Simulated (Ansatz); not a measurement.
**Ti (hcp): bands and what follows from them**

Aim: the bands of Ti (hcp) near the Fermi level, with what follows from them: the Fermi surface and transport coefficients. Whether the element takes this structure at low temperature is a separate question.

Computed with Ansatz 0.2.0 (DFT r²SCAN, scalar-relativistic, plane waves, PAW, unless a step's input says otherwise).

5 further runs of the same task are left out: 1 that didn't finish, 4 set aside as unsound or not needed. Runs told in other sessions of the task aren't counted.

## 1. The starting structure

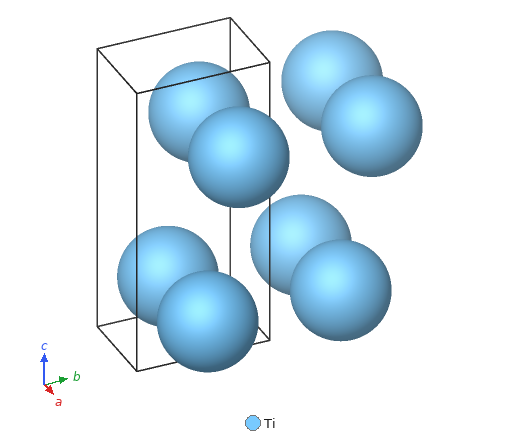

The starting structure, seen slightly off an axis (titanium blue). 2×2×1 cells are drawn.

Coordinates:

```cif
data_structure
_symmetry_space_group_name_H-M 'P6_3/mmc'
_symmetry_Int_Tables_number 194
_cell_length_a 2.9500
_cell_length_b 2.9500
_cell_length_c 4.6846
_cell_angle_alpha 90.000
_cell_angle_beta 90.000
_cell_angle_gamma 120.000
_cell_volume 35.31
loop_
_atom_site_label
_atom_site_type_symbol
_atom_site_symmetry_multiplicity
_atom_site_Wyckoff_symbol
_atom_site_fract_x
_atom_site_fract_y
_atom_site_fract_z
_atom_site_occupancy
Ti1 Ti 2 d 0.33333 0.66667 0.75000 1
```

The cell is the measured one, not relaxed. An earlier run on this cell at r²SCAN gave -2.35 GPa at 17.653 Å³/atom (14×14×8 mesh), a metal on this mesh.

## 2. Bands on a fine mesh, Fermi surface

input.yaml

```yaml
crystal:
  lattice:
    - [2.9500002469, 0.0, 0.0]
    - [-1.4750001235, 2.554775155, 0.0]
    - [0.0, 0.0, 4.6846003921]
  atoms:
    - { symbol: Ti, position: [0.3333333333, 0.6666666667, 0.75] }
    - { symbol: Ti, position: [0.6666666667, 0.3333333333, 0.25] }
basis:
  ecutwfc: 500
  ecutrho_ratio: 4
kpoints:
  mp_grid: { grid: [14, 14, 8] }
hamiltonian:
  xc: r2scan
scf:
  occupations: { method: gaussian, width: 0.05 }
output:
  forces: true
  stress: true
  eigenvalues: true
  eigenstates:
    nscf_kmesh: { grid: [24, 24, 14] }
    de_dk: true
    e_range: [-2.5, 2.5]
  write_density: true
  write_potential: true
  elf: true
  volumetric_format: npy
```

Launch:

```bash
$ ansatz run input.yaml --threads 4 --pin off --max-ram 9216MiB --backend cpu --events-out ev --progress --plain --runs-dir out
```

Standard output (excerpt; [...] marks lines left out):

```text
Warning: RAYON_NUM_THREADS=4 ignored (pool sized by the plan → 4); use --threads N
[...]
Pseudopotentials: kind: paw
Pseudopotential: Ti, paw, valence charge 12, recommended cutoff 500 eV (meta_gga), Ti.paw.azcp
Functional definition: r2SCAN
[...]
Crystal: 2 atoms, lattice volume = 35.306 Å³
Basis set: ecut = 500 eV, 929 PW (Γ), exchange–correlation on 96×96×144 points (64 copies of the dense FFT grid, shifted against one another)
Bands: 16, of which v1, the nominal top of the filled ones, is band 12 counted from 1 (11 counted from 0)
Symmetry: 24 space group operations
Space group: P63/mmc (ITA 194), of the structure as read, at distance tolerance 3.3e-5 Å
k-points: 120 of 1568
[...]
SCF iter   1: F=—  HF=-5008.697447 eV  |F-HF|=—  |Δ(HF+E_count)|=         —  Δρ=1.68e-2  dr2=8.84e-2  dr2_τ=1.49e-2  ethr=1.77e-3  ⟨swp⟩=4.1  Hψ=7970  notcnv=0
[...]
SCF iter   8: F=-5008.736595 eV  HF=-5008.736595 eV  |F-HF|=3.64e-12  |Δ(HF+E_count)|=  1.82e-12  Δρ=1.08e-7  dr2=2.31e-12  dr2_τ=1.28e-13  ethr=1.00e-12  ⟨swp⟩=5.4  Hψ=7407  notcnv=0
the search or the solves at the SCF's close seem to have found levels that the self-consistency loop had missed (the run counts 1). By its estimate they hold under 1e-12 electrons; where the run keeps them, the occupations were computed again with them
[...]
NSCF: frozen V_eff on 488 k-points
SCF converged after 8 iterations
Free energy (F): -5008.736595 eV
[...]
E sigma→0 (E₀):  -5008.735669 eV
Entropy (-TS):   -0.001852 eV (-0.926 meV/atom)
Fermi energy:    13.171039 eV
[...]
--- Forces (eV/Å), atoms counted from 1 ---
  atom   1  Ti     0.00000000     0.00000000     0.00000000
  atom   2  Ti    -0.00000000    -0.00000000    -0.00000000
[...]
--- Stress (GPa, compression-positive) ---
       -2.071806      -0.000000       0.000000
       -0.000000      -2.071806       0.000000
        0.000000       0.000000      -2.917052
  P = ⅓ Tr σ = -2.3536 GPa (-23.536 kbar)
--- Band table (eV; the first three rows and the last of 120) ---
  k-point 0: bands = ["-46.1283", "-45.9958", "-21.6562", "-21.0216", "-21.0216", "-20.9623", "-20.9254", "-20.9254", "6.5515", "10.3352", "13.6547", "14.0170", "14.0170", "14.0942", "14.5289", "14.5289"]
[...]
--- Fermi surface from the table of eigenstates, both spin states counted (twice the sheets' area in a run without spin) ---
  How far the three rows differ hints at the mesh's error and does not bound it.
  reading                E - E_F (eV)   area (Å⁻²)  resistivity times mean free path along x, y, z (Ω·m²), under one mean free path over the surface
  by tetrahedra                0.0020       24.614  1.3402e-15  1.3402e-15  1.0833e-15
  by the states' slopes       -0.0008       24.973  1.3101e-15  1.3101e-15  1.0823e-15
  on every second point        0.0094       23.054  1.3266e-15  1.3266e-15  1.3250e-15
```

It took 6.9 s on 4 threads of Arm Neoverse V1, shared host; peak memory 0.51 GiB.

This gives: volume 17.653 Å³/atom, pressure -2.35 GPa, metallic.

Bands that cross the Fermi level on the 24×24×14 mesh (edges cut at 2.5 eV from it):

```
spin  band  lowest (eV)  highest (eV)
both    11        -1.91          0.48
both    12        -1.42          0.85
both    13        -0.44          1.20
both    14        -0.37          1.39
```

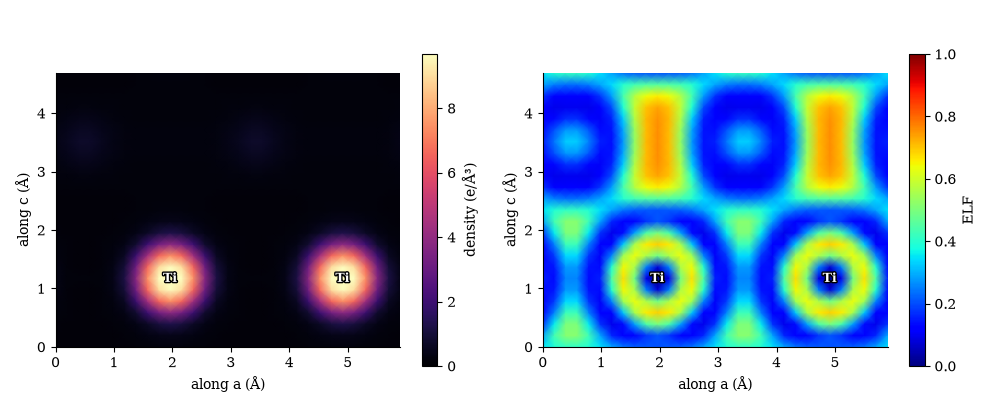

Density (left) and ELF (right) in a lattice plane of the grid's cell (edges 2.95 and 4.68 Å, at 0.333 of the third edge), which holds Ti. Only atoms in the plane are labelled. Both are smooth fields of the valence electrons: close to the nuclei they are not physical.

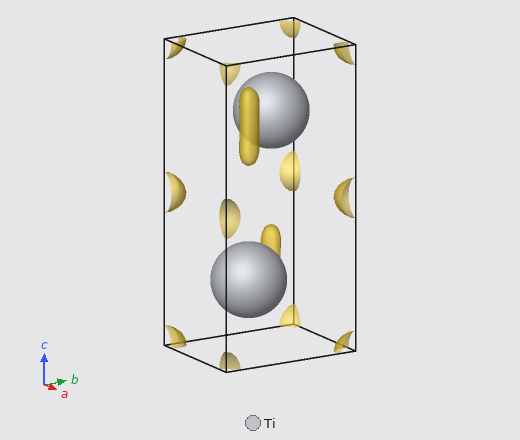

Surface of ELF = 0.73, drawn in one cell.

Maxima of ELF outside the ion cores: 0.79 between the atoms, 2.1 Å from Ti.

## 3. States of the whole zone by energy, transport at constant relaxation time

Edit input.yaml of step 2 so:

```diff
@@ -21,9 +21,2 @@
   eigenvalues: true
-  eigenstates:
-    nscf_kmesh: { grid: [24, 24, 14] }
-    de_dk: true
-    e_range: [-2.5, 2.5]
-  write_density: true
-  write_potential: true
-  elf: true
-  volumetric_format: npy
+  states_by_energy: { minimum_broadening: 0.025 }
```

Launch:

```bash
$ ansatz run input.yaml --threads 4 --pin off --max-ram 9216MiB --backend cpu --events-out ev --progress --plain --runs-dir out
```

Standard output (excerpt; [...] marks lines left out):

```text
Warning: RAYON_NUM_THREADS=4 ignored (pool sized by the plan → 4); use --threads N
[...]
[... 3 set-up lines as earlier in the session ...]
[...]
Crystal: 2 atoms, lattice volume = 35.306 Å³
Basis set: ecut = 500 eV, 929 PW (Γ), exchange–correlation on 96×96×144 points (64 copies of the dense FFT grid, shifted against one another)
Bands: 16, of which v1, the nominal top of the filled ones, is band 12 counted from 1 (11 counted from 0)
[... 2 set-up lines as earlier in the session ...]
k-points: 120 of 1568
[...]
SCF iter   1: F=—  HF=-5008.697447 eV  |F-HF|=—  |Δ(HF+E_count)|=         —  Δρ=1.68e-2  dr2=8.84e-2  dr2_τ=1.49e-2  ethr=1.77e-3  ⟨swp⟩=4.1  Hψ=7970  notcnv=0
[...]
SCF iter   6: F=-5008.736595 eV  HF=-5008.736595 eV  |F-HF|=1.83e-9  |Δ(HF+E_count)|=   9.30e-8  Δρ=6.03e-6  dr2=6.69e-9  dr2_τ=6.13e-10  ethr=4.17e-10  ⟨swp⟩=5.3  Hψ=7851  notcnv=0
[...]
NSCF: frozen V_eff on 8 k-points
SCF converged after 6 iterations
Free energy (F): -5008.736595 eV
[...]
E sigma→0 (E₀):  -5008.735669 eV
Entropy (-TS):   -0.001852 eV (-0.926 meV/atom)
Fermi energy:    13.171069 eV
[...]
--- Forces (eV/Å), atoms counted from 1 ---
  atom   1  Ti     0.00000000     0.00000000     0.00000000
  atom   2  Ti    -0.00000000    -0.00000000    -0.00000000
[...]
--- Stress (GPa, compression-positive) ---
       -2.072080      -0.000000       0.000000
       -0.000000      -2.072080       0.000000
        0.000000       0.000000      -2.917368
  P = ⅓ Tr σ = -2.3538 GPa (-23.538 kbar)
--- Band table (eV; the first three rows and the last of 120) ---
  k-point 0: bands = ["-46.1283", "-45.9957", "-21.6561", "-21.0216", "-21.0216", "-20.9622", "-20.9254", "-20.9254", "6.5515", "10.3352", "13.6547", "14.0171", "14.0171", "14.0942", "14.5290", "14.5290"]
[...]
```

Run time: 88 s. Hardware: 4 threads of Arm Neoverse V1, shared host; peak memory 0.97 GiB.

This gives: volume 17.653 Å³/atom, pressure -2.35 GPa, a metal on this mesh.

A script then sums the file of states by energy over Fermi windows, for rigid-band transport at a constant relaxation time τ. Negative carriers are holes, and the chemical potential counts from the run's Fermi level:

```
T (K)  electrons added (10¹⁹ cm⁻³)  chemical potential (eV)  σ/τ xx (10²⁰/Ω m s)  Seebeck xx (μV/K)  Seebeck zz (μV/K)  Lorenz xx (10⁻⁸ V²/K²)
  300                            0                   -0.002                 2.89                 -5                 -3                    2.49
  300                            1                   -0.002                 2.89                 -5                 -3                    2.49
  300                           -1                   -0.002                 2.89                 -5                 -3                    2.49
  300                           10                    0.000                 2.89                 -5                 -3                    2.49
  300                          -10                   -0.004                 2.88                 -5                 -3                    2.48
  300                          100                    0.019                 2.93                 -5                 -3                    2.49
  300                         -100                   -0.024                 2.85                 -4                 -3                    2.48
  600                            0                   -0.009                 2.92                -11                 -8                    2.60
  600                            1                   -0.009                 2.92                -11                 -8                    2.60
  600                           -1                   -0.009                 2.92                -11                 -8                    2.60
  600                           10                   -0.007                 2.93                -11                 -8                    2.60
  600                          -10                   -0.011                 2.92                -11                 -8                    2.60
  600                          100                    0.011                 2.96                -12                 -8                    2.61
  600                         -100                   -0.030                 2.88                 -9                 -7                    2.58
  900                            0                   -0.021                 2.97                -17                -14                    2.70
  900                            1                   -0.021                 2.97                -17                -14                    2.70
  900                           -1                   -0.021                 2.97                -17                -14                    2.70
  900                           10                   -0.019                 2.97                -17                -14                    2.70
  900                          -10                   -0.023                 2.97                -17                -14                    2.70
  900                          100                   -0.002                 3.01                -18                -15                    2.70
  900                         -100                   -0.041                 2.93                -15                -13                    2.69
```

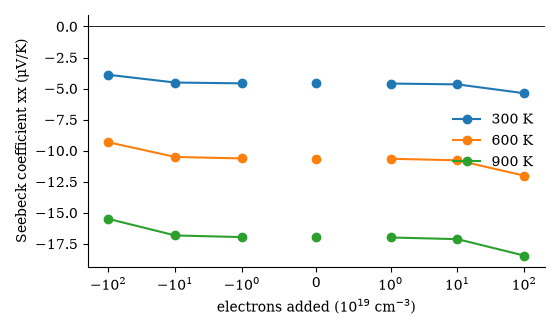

Seebeck coefficient against doping.

## 4. Summary of results

```
                               quantity                                                  value
       Fermi-surface area, spins summed                                              24.61 Å⁻²
resistivity × mean free path, xx and zz                                1.34, 1.08 × 10⁻¹⁵ Ω m²
                  largest S²σ/τ along x  at 900 K with 100 × 10¹⁹ cm⁻³ electrons, S = -18 μV/K
```

On the fine mesh the Fermi surface has sheets from 4 bands. Among the cases computed, S²σ/τ along x is largest at 900 K for electron doping of 100 × 10¹⁹ cm⁻³. That is the edge of the range tried, not a located peak.
